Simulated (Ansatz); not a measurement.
# wB97X/cc-pVDZ run of CH2FNSSi (SMILES FC1=N[SiH2]S1)

Aim: the vertical singlet–triplet gap of CH2FNSSi at wB97X/cc-pVDZ, from 2 runs. 

Program for the calculation: Ansatz 0.2.0.

111 further runs of the same task are left out: 111 set aside as unsound or not needed. Runs told in other sessions of the task aren't counted.

## 1. Starting point

CH2FNSSi: 7 atoms, total charge 0, spin state singlet. As SMILES, `FC1=N[SiH2]S1`. Geometry: relaxed at PBE0-D4/def2-TZVP.

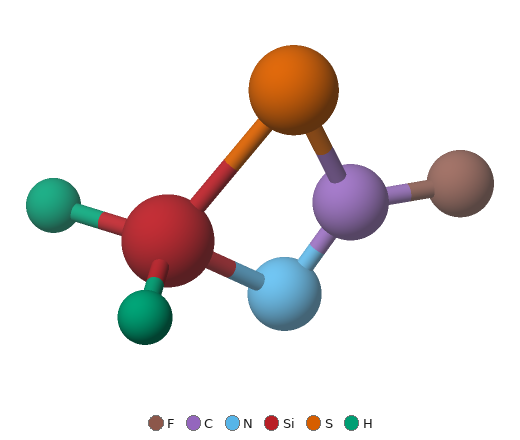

The structure, seen from a chosen angle (fluorine brown, carbon purple, nitrogen blue, silicon red, sulfur orange, hydrogen teal).

## 2. A single-point energy at wB97X/cc-pVDZ

The input, molecule.yaml:

```yaml
crystal:
  periodic: [false, false, false]
  atoms:
    - symbol: F
      position_ang: [1.147800, -1.939300, 1.137100]
    - symbol: C
      position_ang: [0.551100, -0.929900, 0.538600]
    - symbol: N
      position_ang: [-0.672300, -0.915900, 0.221400]
    - symbol: Si
      position_ang: [-0.525200, 0.696600, -0.454900]
    - symbol: S
      position_ang: [1.547900, 0.494500, 0.161700]
    - symbol: H
      position_ang: [-1.272100, 1.746800, 0.268200]
    - symbol: H
      position_ang: [-0.716300, 0.779100, -1.917900]
basis:
  gaussian: {orbitals: cc-pVDZ}
hamiltonian: {xc: {name: wB97X}}
accuracy: high
output: {orbitals: {seedname: orbitals}}
```

Started as:

```sh
$ ansatz run molecule.yaml --threads 1 --pin off --max-ram 2610MiB --events-out events.jsonl --progress --plain --runs-dir runs
```

What it wrote:

```text
Warning: RAYON_NUM_THREADS=1 ignored (pool sized by the plan → 1); use --threads N
Functional definition: wB97X
  name "wB97X"
  parameter omega = 0.3/bohr
  parameter cx = 0.157706
  parameter cx1 = 0.726479
  parameter cx2 = 1.04760
  parameter cx3 = -5.70635
  parameter cx4 = 13.2794
  parameter css1 = -4.33879
  parameter css2 = 18.2308
  parameter css3 = -31.7430
  parameter css4 = 17.2901
  parameter cos1 = 2.37031
  parameter cos2 = -11.3995
  parameter cos3 = 6.58405
  parameter cos4 = -3.78132
  exchange = spin_sum(e_x_unif_sr(omega)*poly(b97_u_x, 1 - cx, cx1, cx2, cx3, cx4)) + cx*exact_x_sr(omega)
      + exact_x_lr(omega)
  correlation = spin_sum(e_c_pw_same_spin*poly(b97_u_same, 1, css1, css2, css3, css4))
      + integral(e_c_pw_opposite_spin*poly(b97_u_opposite, 1, cos1, cos2, cos3, cos4))
2031 factors; integrals over basis functions are off by at most 3.5e-9 eV
350 factors; integrals over basis functions are off by at most 2.2e-9 eV
mean field evaluation 1: about -23983.4561 eV, gradient 4.7e1 eV
mean field evaluation 2: about -23981.9633 eV, gradient 5.5e1 eV
mean field evaluation 4: about -23987.8416 eV, gradient 2.3e0 eV
mean field evaluation 8: about -23988.0096 eV, gradient 2.6e-1 eV
mean field evaluation 16: about -23988.0099 eV, gradient 9.4e-5 eV
mean field -23988.00987806 eV, -881.5431033615 hartree, gradient 5.1e-8 eV, S^2 0.000000; 0 other end points of the search recorded, 0 dependent functions left out
reference -23988.00987562 eV, -881.5431032718 hartree; 27, 27 occupied and 61, 61 virtual orbitals, 2031 factors
Total energy: -23988.00987562 eV, -881.5431032718 hartree
```

It took 31 s on 1 thread of Arm Neoverse V2, shared host; peak memory 0.53 GiB.

## 3. The triplet at the same level

The input, job.yaml:

```yaml
crystal:
  periodic: [false, false, false]
  atoms:
    - symbol: F
      position_ang: [1.147800, -1.939300, 1.137100]
    - symbol: C
      position_ang: [0.551100, -0.929900, 0.538600]
    - symbol: N
      position_ang: [-0.672300, -0.915900, 0.221400]
    - symbol: Si
      position_ang: [-0.525200, 0.696600, -0.454900]
    - symbol: S
      position_ang: [1.547900, 0.494500, 0.161700]
    - symbol: H
      position_ang: [-1.272100, 1.746800, 0.268200]
    - symbol: H
      position_ang: [-0.716300, 0.779100, -1.917900]
basis:
  gaussian: {orbitals: cc-pVDZ}
magnetization: {spin_polarized: true, initial_magnetization: 2}
hamiltonian: {xc: {name: wB97X}}
accuracy: high
output: {orbitals: {seedname: orbitals}}
```

Started as:

```sh
$ ansatz run job.yaml --threads 1 --pin off --max-ram 2610MiB --events-out events.jsonl --progress --plain --runs-dir runs
```

What it wrote:

```text
Warning: RAYON_NUM_THREADS=1 ignored (pool sized by the plan → 1); use --threads N
[... 17 set-up lines as earlier in the session ...]
      + exact_x_lr(omega)
[... 1 set-up line as earlier in the session ...]
      + integral(e_c_pw_opposite_spin*poly(b97_u_opposite, 1, cos1, cos2, cos3, cos4))
2031 factors; integrals over basis functions are off by at most 3.5e-9 eV
350 factors; integrals over basis functions are off by at most 2.2e-9 eV
mean field evaluation 1: about -23976.1263 eV, gradient 3.7e1 eV
mean field evaluation 2: about -23970.3360 eV, gradient 5.2e1 eV
mean field evaluation 4: about -23982.5110 eV, gradient 3.1e0 eV
mean field evaluation 8: about -23982.8203 eV, gradient 8.3e-1 eV
mean field evaluation 16: about -23982.8565 eV, gradient 1.2e-2 eV
mean field evaluation 32: about -23982.8565 eV, gradient 3.7e-5 eV
mean field evaluation 64: about -23981.9826 eV, gradient 7.8e0 eV
mean field -23982.85652414 eV, -881.3537210982 hartree, gradient 8.3e-8 eV, S^2 2.013233; 4 other end points of the search recorded, 0 dependent functions left out
reference -23982.85652174 eV, -881.3537210101 hartree; 28, 26 occupied and 60, 62 virtual orbitals, 2031 factors
Total energy: -23982.85652174 eV, -881.3537210101 hartree
```

It took 2.4 min on 1 thread of Arm Neoverse V2, shared host; peak memory 0.9 GiB.

## 4. What came out

At wB97X/cc-pVDZ:

| quantity | value |
| --- | --- |
| singlet: total energy | -881.54310 Eh |
| singlet: HOMO energy | -10.00 eV |
| singlet: LUMO energy | 1.60 eV |
| singlet: HOMO–LUMO gap | 11.60 eV |
| triplet: total energy | -881.35372 Eh |
| triplet: HOMO energy (highest over α and β) | -5.32 eV |
| triplet: LUMO energy (lowest over α and β) | -3.13 eV |
| triplet: ⟨S²⟩ | 2.013 |
| vertical energy of the triplet above the singlet | 5.153 eV |

At this shape the triplet lies 5.15 eV (119 kcal/mol) above the singlet.
